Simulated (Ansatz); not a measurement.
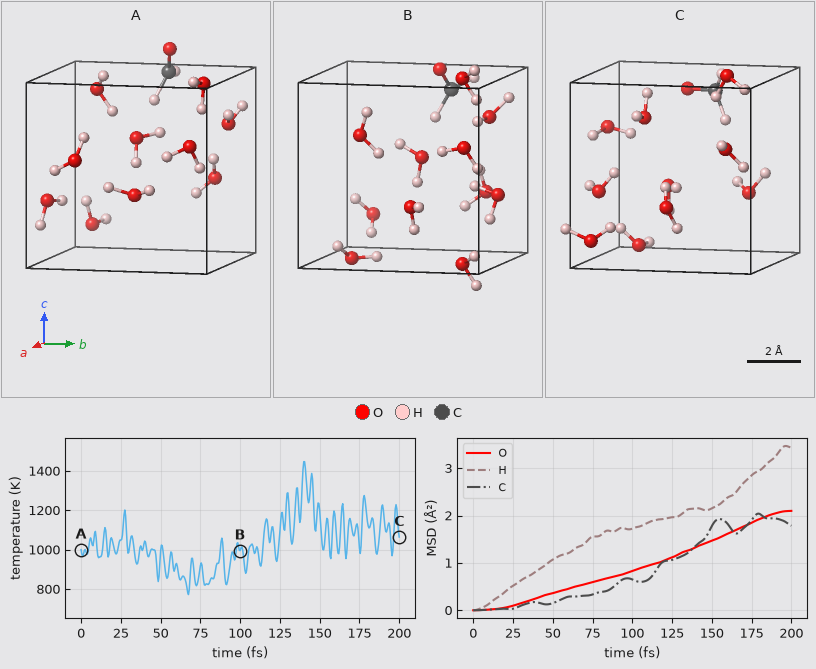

First-principles dynamics of a periodic cell with 10 H2O + 1 H2CO at 0.967 g/cm³, 200 fs long. It starts from the last geometry of an earlier run, with fresh velocities. Frames (A at 0 fs, B at 100 fs, C at 200 fs) and the history of the run. The picture is a ball-and-stick view of the simulation cell, seen slightly off an axis. Atoms that leave the cell re-enter on the other side.

Computed with Ansatz, DFT PBE-D3(BJ), scalar-relativistic, plane waves, PAW. Set-up: plane-wave cutoff 420 eV; k-point mesh 1 × 1 × 1; Fermi-Dirac smearing 0.05 eV; low-accuracy preset; Nosé-Hoover thermostat (NVT); set temperature 1000 K; time step 0.5 fs; thermostat time 50.0 fs.

Input file:
```yaml
accuracy: low
crystal:
  lattice:
    - [7.120367, 0.0, 0.0]
    - [0.0, 7.120367, 0.0]
    - [0.0, 0.0, 7.120367]
  atoms:
    - { symbol: O, position: [0.69875234, 0.51523787, 0.37159772] }
    - { symbol: H, position: [0.77477558, 0.61818996, 0.40914144] }
    - { symbol: H, position: [0.75611028, 0.38696688, 0.41664468] }
    - { symbol: O, position: [0.46471414, 0.46288637, 0.6514495] }
    - { symbol: H, position: [0.36975162, 0.56622406, 0.67354737] }
    - { symbol: H, position: [0.51496408, 0.47418736, 0.52486062] }
    - { symbol: O, position: [0.0573331, 0.10658784, 0.12933972] }
    - { symbol: H, position: [0.10053312, 0.08518046, 0.2589297] }
    - { symbol: H, position: [-0.06925414, 0.14835228, 0.14470666] }
    - { symbol: O, position: [0.25344006, 0.91481158, 0.71827154] }
    - { symbol: H, position: [0.37391745, 0.9473795, 0.78041504] }
    - { symbol: H, position: [0.19489213, 0.97645776, 0.81028137] }
    - { symbol: O, position: [0.77217953, 0.91799629, 0.99496741] }
    - { symbol: H, position: [0.77186019, 0.90929457, 0.85677188] }
    - { symbol: H, position: [0.90564454, 0.89852067, 1.01677384] }
    - { symbol: O, position: [0.44372528, 0.23797402, 0.90662939] }
    - { symbol: H, position: [0.43940394, 0.32221929, 0.78901835] }
    - { symbol: H, position: [0.53166334, 0.29665678, 0.98928818] }
    - { symbol: O, position: [0.75153888, 0.83530447, 0.64915867] }
    - { symbol: H, position: [0.68573014, 0.87321539, 0.52811125] }
    - { symbol: H, position: [0.83550611, 0.73223955, 0.60143731] }
    - { symbol: O, position: [0.99048826, 0.26323476, 0.58452328] }
    - { symbol: H, position: [0.96170227, 0.1452391, 0.52406427] }
    - { symbol: H, position: [0.90762082, 0.291011, 0.69932394] }
    - { symbol: O, position: [0.06949355, 0.79029419, 0.40140712] }
    - { symbol: H, position: [0.11250915, 0.69801921, 0.32271555] }
    - { symbol: H, position: [0.15109975, 0.80399057, 0.51371148] }
    - { symbol: O, position: [0.58021766, 0.99902783, 0.31373535] }
    - { symbol: H, position: [0.45411337, 1.04675662, 0.30074321] }
    - { symbol: H, position: [0.62066234, 0.97226215, 0.18445144] }
    - { symbol: O, position: [0.17805856, 0.56918554, 1.10180925] }
    - { symbol: C, position: [0.06393936, 0.5326639, 0.96483241] }
    - { symbol: H, position: [-0.10994791, 0.51978862, 0.94669341] }
    - { symbol: H, position: [0.13514685, 0.47167213, 0.81853869] }
basis:
  ecutwfc: 420.0
kpoints:
  mp_grid: { grid: [1, 1, 1] }
hamiltonian:
  xc: pbe
  dispersion: d3bj
scf:
  occupations: { method: fermi_dirac, width: 0.05 }
  lower_state_search: "off"
md:
  timestep: 0.5
  n_steps: 400
  ensemble: nvt_nose_hoover
  temperature: 1000.0
  initial_velocities: maxwell_boltzmann
  seed: 42990
  nose_hoover: { tau: 50.0, chain_length: 3 }
```

Launched with:
```bash
ansatz run input.yaml --threads 1 --pin off --max-ram 3072MiB --backend cpu --events-out ev --progress --plain --runs-dir out
```

### Describe the run.

In the second half of the run the atoms are, in the root-mean-square, this far from where they began (common drift taken out): H 1.55 Å, O 1.22 Å, C 1.21 Å. The molecules turn and drift from their places. The mean temperature in the second half is 1109 K (standard deviation 113 K). The potential energy is still drifting at the end, so the run hasn't reached equilibrium. The potential energy in the second half lies on average 27.1 meV per atom above the first frame.

Limits of the set-up: the program's low-accuracy preset was used; the periodic images lie only 7.1 Å apart, so the values are limited by the cell's size.
